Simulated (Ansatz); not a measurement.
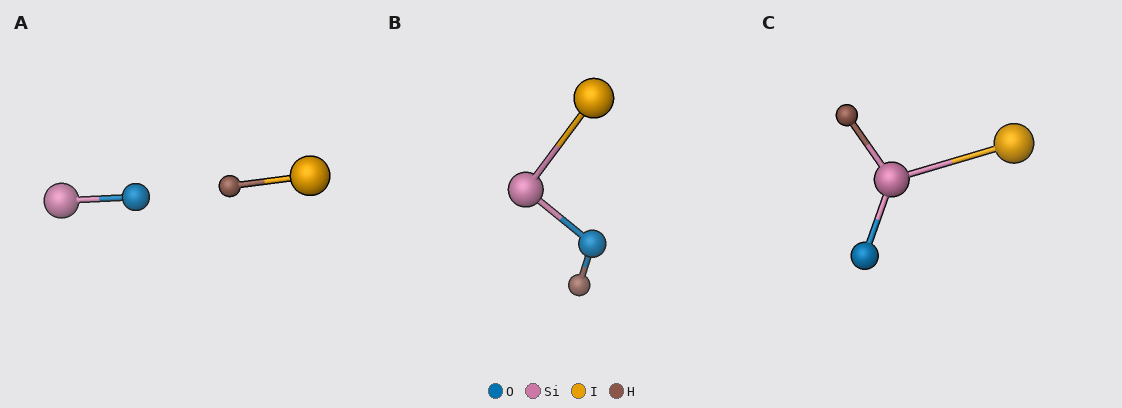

3 stationary structures of one formula. Geometries: PBE0-D4/def2-TZVP. Electronic energies: B3LYP-D4/def2-TZVPP (Ansatz 0.2.0), without zero-point energy. No frequency run is at hand to confirm each as a minimum.

> Which is lowest in energy, and by how much?

B is lowest (Cs); C lies 0.503 eV above it (Cs), A lies 1.280 eV above it (C∞v).
